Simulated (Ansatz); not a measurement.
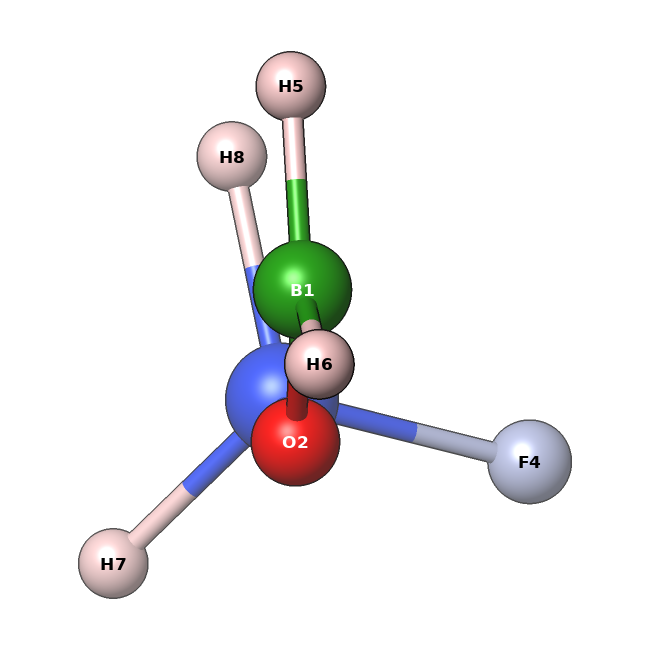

Si3 lies behind O2. The molecule seen nearly along the O2–Si3 bond, O2 in front. Atoms fade into the background with distance from the viewer. The geometry was computed by an optimisation with PBE-D4/def2-SVP. No frequency run is at hand to confirm it as a minimum.

What is the torsion angle B1–O2–Si3–F4? The sign is positive where the front bond must turn clockwise to cover the back bond.

107°, anticlinal.
